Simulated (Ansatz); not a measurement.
C2H7Ga

```csv
atom,x (Å),y (Å),z (Å)
Ga,-0.1493,-0.0042,-0.0503
C,-0.1171,0.1084,1.9355
H,-1.1723,-0.0080,2.2735
H,0.3844,-0.8229,2.2868
C,0.5312,1.3535,2.5500
H,0.5135,1.3316,3.6615
H,1.5932,1.4610,2.2445
H,0.0164,2.2859,2.2364
H,0.5126,1.1309,-0.9467
H,-0.8416,-1.2462,-0.7597
```

These are results of Ansatz 0.2.0, RKS PBE/def2-SVP, not measurements.

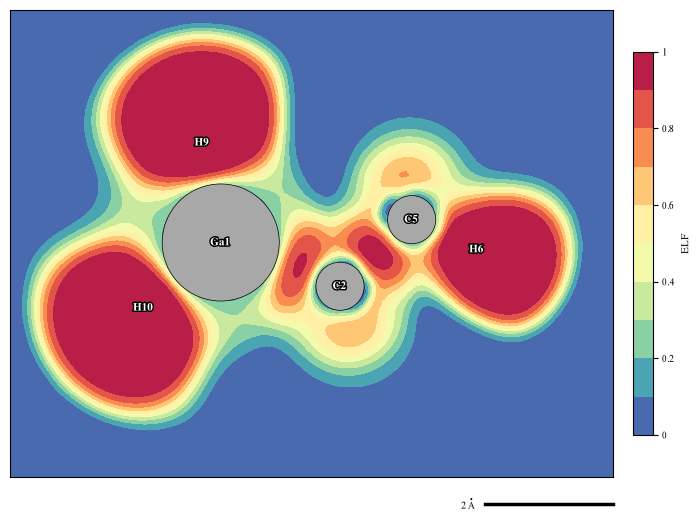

Figure 1. Electron localisation function on the plane of atoms C2, Ga1 and H9. Grey discs cover the atomic cores.

### Interpret the plot.

Atoms in the plane: Ga, C and H. C–C (1.53 Å): the ELF peaks at about 0.95 between the atoms (a covalent bond). C–Ga (1.99 Å): the ELF peaks at about 0.90 in the valence shell of C, 0.7 Å from its nucleus, and is about 0.60 at the midpoint. C–H (1.11 Å): the ELF climbs to about 1 towards the hydrogen, as it does in any bond to H: an ordinary covalent bond to hydrogen. Ga–H (1.59 Å): the ELF climbs to about 1 towards the hydrogen.

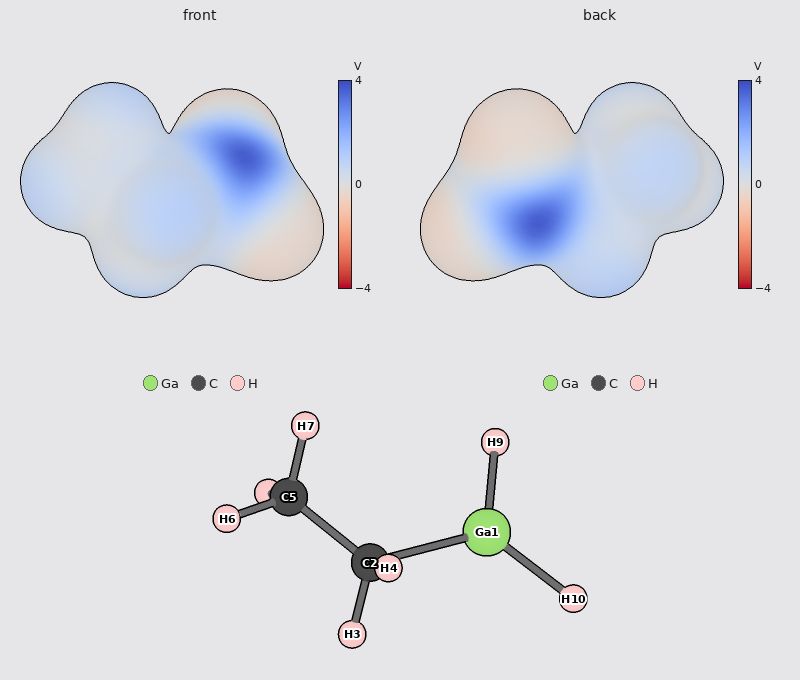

Figure 2. The electrostatic potential painted on the density surface at 0.004 e/bohr³, seen from the front and from behind; red is negative and blue positive. The bare structure is drawn below in the same view.

### Where is the surface potential most negative and most positive?

The most negative region (about −0.4 V) lies over H9 and H10, the most positive (about +3.6 V) over Ga1.

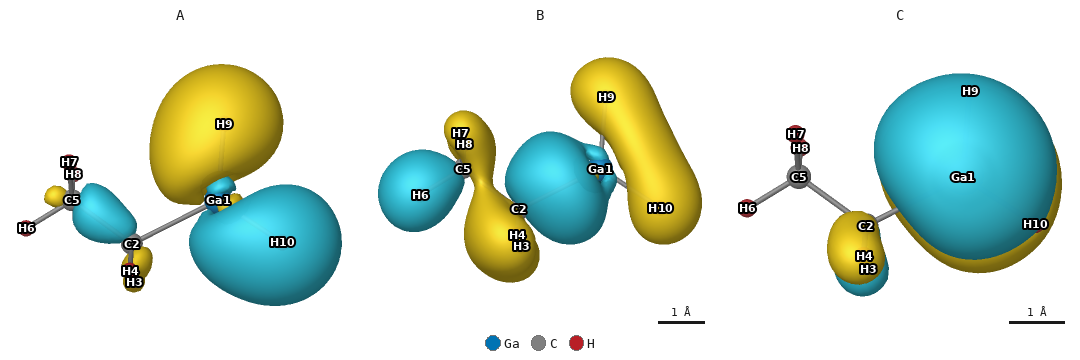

Figure 3. Three frontier orbitals at ±0.08 Å⁻³ᐟ² (yellow and cyan are the two phases), in no order.

### Which picture is the HOMO−1, the HOMO and the LUMO?

A is the HOMO−1 (−6.91 eV). It lies mainly on Ga1 (about 35 %), H10 (about 30 %) and H9 (about 30 %). B is the HOMO (−6.27 eV). By Hirshfeld shares it lies mainly on C2 (about 35 %), Ga1 (about 25 %), C5 (about 10 %), H9 (about 5 %), H10 (about 5 %) and H6 (about 5 %). C is the LUMO (−2.17 eV). It lies mainly on Ga1 (about 80 %).

### What is the HOMO–LUMO gap?

4.10 eV between the orbital energies.
